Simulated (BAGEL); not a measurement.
**doublet CH4BFOSi+: a first try and a second**

Wanted: the energy of doublet CH4BFOSi+, ROHF/def2-SVP (density fitting with qzvpp-jkfit).

The calculation is run with BAGEL 1.2.2.

3 further runs of the same task are left out: 1 that didn't finish, 2 set aside as unsound or not needed. Runs told in other sessions of the task aren't counted.

## (1) The structure to begin with

CH4BFOSi+: 9 atoms, total charge +1, spin state doublet. SMILES of the parent species: `O=CB[SiH2]F`. Geometry: relaxed at PBE0-D4/def2-TZVP. This is one conformer, not always the lowest. That shape belongs to the parent species and isn't relaxed for this state.

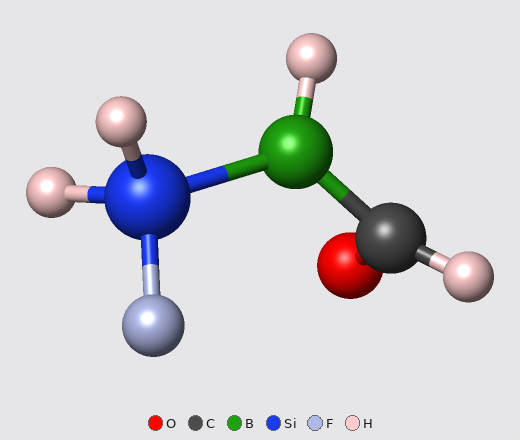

The structure, seen from a chosen angle (oxygen red, carbon dark grey, boron green, silicon blue, fluorine light blue, hydrogen pink).

## (2) First attempt

Contents of calc.json:

```json
{ "bagel": [

{
  "title": "molecule",
  "basis": "svp",
  "df_basis": "qzvpp-jkfit",
  "angstrom": true,
  "geometry": [
    { "atom": "O", "xyz": [   -0.789500,    0.780400,    1.703800 ] },
    { "atom": "C", "xyz": [   -0.128300,    1.442100,    0.910400 ] },
    { "atom": "B", "xyz": [    0.628100,    0.188700,    0.495800 ] },
    { "atom": "Si", "xyz": [   -0.077200,   -1.007600,   -0.945000 ] },
    { "atom": "F", "xyz": [   -1.360800,   -0.349200,   -1.659700 ] },
    { "atom": "H", "xyz": [   -0.262400,    2.525000,    0.778500 ] },
    { "atom": "H", "xyz": [    1.608700,   -0.084900,    1.121700 ] },
    { "atom": "H", "xyz": [    0.964000,   -1.202600,   -1.991900 ] },
    { "atom": "H", "xyz": [   -0.494200,   -2.338100,   -0.430900 ] }
  ]
},
{
  "title": "uhf",
  "charge": 1,
  "nopen": 1
},
{
  "title": "print",
  "file": "orbitals.molden",
  "orbitals": true
}

]}
```

The run is started by

```console
$ BAGEL_NUM_THREADS=1 BAGEL calc.json > calc.out
```

Standard output:

```text
* using 1 threads per process

  ===============================================================
  ===============================================================

  *** Geometry ***

  { "atom" : "O", "xyz" : [     -1.491939,      1.474742,      3.219715 ] },
  { "atom" : "C", "xyz" : [     -0.242452,      2.725174,      1.720407 ] },
  { "atom" : "B", "xyz" : [      1.186937,      0.356591,      0.936926 ] },
  { "atom" : "Si", "xyz" : [     -0.145887,     -1.904088,     -1.785791 ] },
  { "atom" : "F", "xyz" : [     -2.571539,     -0.659892,     -3.136378 ] },
  { "atom" : "H", "xyz" : [     -0.495864,      4.771558,      1.471152 ] },
  { "atom" : "H", "xyz" : [      3.040002,     -0.160438,      2.119706 ] },
  { "atom" : "H", "xyz" : [      1.821696,     -2.272585,     -3.764145 ] },
  { "atom" : "H", "xyz" : [     -0.933903,     -4.418369,     -0.814283 ] },

  Number of auxiliary basis functions:      504

  Since a DF basis is specified, we compute 2- and 3-index integrals:
    o Being stored without compression. Storage requirement is 0.036 GB

  Number of basis functions:       94
  Number of electrons      :       46

    * METHOD: MOLECULE                             0.28

  *** Open-shell HF ***

  === Nuclear Repulsion ===
   199.7695794921

      * DIIS with orbital gradients will be used.

  === UHF iteration (svp) ===
      0       -527.16754823          0.03806950           0.19
      1       -527.26981929          0.03544360           0.19
      2       -527.31509108          0.03020010           0.19
      3       -527.45164876          0.00248107           0.19
      4       -527.45426956          0.00118226           0.19
      5       -527.45602142          0.00071936           0.19
      6       -527.45720258          0.00071857           0.19
      7       -527.45805719          0.00075157           0.19
      8       -527.45637150          0.00066407           0.19
      9       -527.45596362          0.00067458           0.19
[... 86 lines of this table left out ...]
     96       -527.45619414          0.00020875           0.18
     97       -527.45611880          0.00019461           0.18
     98       -527.45563461          0.00016910           0.18
     99       -527.45559754          0.00017259           0.18
    * Max iteration reached in SCF.

    * S^2 (UHF) is 0.9029

    * Permanent dipole moment:
           (   -1.771996,    -0.273055,    -0.327181) a.u.

    * METHOD: UHF                                 18.92

    * METHOD: PRINT                                0.02

  ===============================================================
```

It took 20 s on 1 thread of Arm Neoverse V1, shared host; peak memory 0.14 GiB.

## (3) What went wrong

No converged result was reached.

In place of `"title": "uhf",`, `BAGEL_NUM_THREADS=1 BAGEL calc.json > calc.out` the sound input has `"title": "rohf",`, `BAGEL_NUM_THREADS=1 BAGEL hf.json > hf.out`. The next try takes another reference, ROHF in place of UHF: a different method, not a cure for the first.

## (4) Second attempt

Contents of hf.json:

```json
{ "bagel": [

{
  "title": "molecule",
  "basis": "svp",
  "df_basis": "qzvpp-jkfit",
  "angstrom": true,
  "geometry": [
    { "atom": "O", "xyz": [   -0.789500,    0.780400,    1.703800 ] },
    { "atom": "C", "xyz": [   -0.128300,    1.442100,    0.910400 ] },
    { "atom": "B", "xyz": [    0.628100,    0.188700,    0.495800 ] },
    { "atom": "Si", "xyz": [   -0.077200,   -1.007600,   -0.945000 ] },
    { "atom": "F", "xyz": [   -1.360800,   -0.349200,   -1.659700 ] },
    { "atom": "H", "xyz": [   -0.262400,    2.525000,    0.778500 ] },
    { "atom": "H", "xyz": [    1.608700,   -0.084900,    1.121700 ] },
    { "atom": "H", "xyz": [    0.964000,   -1.202600,   -1.991900 ] },
    { "atom": "H", "xyz": [   -0.494200,   -2.338100,   -0.430900 ] }
  ]
},
{
  "title": "rohf",
  "charge": 1,
  "nopen": 1
},
{
  "title": "print",
  "file": "orbitals.molden",
  "orbitals": true
}

]}
```

The run is started by

```console
$ BAGEL_NUM_THREADS=1 BAGEL hf.json > hf.out
```

Standard output:

```text
* using 1 threads per process

  ===============================================================
  ===============================================================

  *** Geometry ***

  { "atom" : "O", "xyz" : [     -1.491939,      1.474742,      3.219715 ] },
  { "atom" : "C", "xyz" : [     -0.242452,      2.725174,      1.720407 ] },
  { "atom" : "B", "xyz" : [      1.186937,      0.356591,      0.936926 ] },
  { "atom" : "Si", "xyz" : [     -0.145887,     -1.904088,     -1.785791 ] },
  { "atom" : "F", "xyz" : [     -2.571539,     -0.659892,     -3.136378 ] },
  { "atom" : "H", "xyz" : [     -0.495864,      4.771558,      1.471152 ] },
  { "atom" : "H", "xyz" : [      3.040002,     -0.160438,      2.119706 ] },
  { "atom" : "H", "xyz" : [      1.821696,     -2.272585,     -3.764145 ] },
  { "atom" : "H", "xyz" : [     -0.933903,     -4.418369,     -0.814283 ] },

  Number of auxiliary basis functions:      504

  Since a DF basis is specified, we compute 2- and 3-index integrals:
    o Being stored without compression. Storage requirement is 0.036 GB

  Number of basis functions:       94
  Number of electrons      :       46

    * METHOD: MOLECULE                             0.28

  *** Open-shell HF ***

  === Nuclear Repulsion ===
   199.7695794921

      * DIIS with orbital gradients will be used.

  === ROHF iteration (svp) ===
      0       -527.16754823          0.03806950           0.19
      1       -527.25918319          0.03592888           0.19
      2       -527.29641413          0.03116888           0.19
      3       -527.44315780          0.00265801           0.19
      4       -527.44380252          0.00118712           0.19
      5       -527.44426420          0.00035054           0.19
      6       -527.44437290          0.00020115           0.19
      7       -527.44442365          0.00010964           0.19
      8       -527.44444708          0.00008505           0.19
      9       -527.44445461          0.00008318           0.19
[... 19 lines of this table left out ...]
     29       -527.44442126          0.00000003           0.19
     30       -527.44442126          0.00000002           0.20
     31       -527.44442126          0.00000001           0.19
     32       -527.44442126          0.00000001           0.19
    * SCF iteration converged.

    * S^2 (ROHF) is 0.7500

    * Permanent dipole moment:
           (   -1.653652,    -0.817462,    -0.705508) a.u.

    * METHOD: ROHF                                 6.60

    * METHOD: PRINT                                0.02

  ===============================================================
```

It took 7.2 s on 1 thread of Arm Neoverse V1, shared host; peak memory 0.14 GiB.

## (5) What came out

Level: ROHF/def2-SVP (density fitting with qzvpp-jkfit).

| quantity | value |
| --- | --- |
| total energy | -527.44442 Eh |
| ⟨S²⟩ | 0.750 |
